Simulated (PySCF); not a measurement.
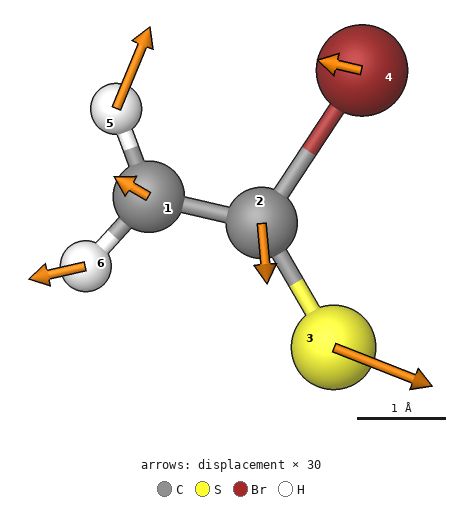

A relaxation of C2H2BrS (charge −1). The starting structure is drawn; orange arrows show the displacements, 30 times their true length. The two geometries are superimposed by the best rigid fit.

Style: ball-and-stick. Shown face on.

The start comes from GFN2-xTB.

Level of theory: PySCF 2.14.0, density-fitted response routines, PBE0-D3(BJ)/def2-SVP geometry optimisation, gas phase. 

Q: What did the optimiser do to the structure, and how much energy did it gain?

A: The atom that moves furthest after the best rigid fit is S3 (0.041 Å). Largest moves by element: S 0.041 Å, H 0.034 Å, C 0.024 Å, Br 0.018 Å. Some distances before and after: C1–C2 1.330 → 1.353 Å, C1–H5 1.077 → 1.090 Å, C2–Br4 2.100 → 2.113 Å, C2–S3 1.651 → 1.662 Å. Bond angles that change, for instance: C1–C2–S3 133.0° → 135.4°, C1–C2–Br4 110.3° → 108.3°. Over 3 geometry steps the energy falls by 0.86 kcal/mol. The largest force component goes from 0.97 to 0.018 eV/Å.

Limits of the set-up: the basis has no diffuse functions, which an anion needs.
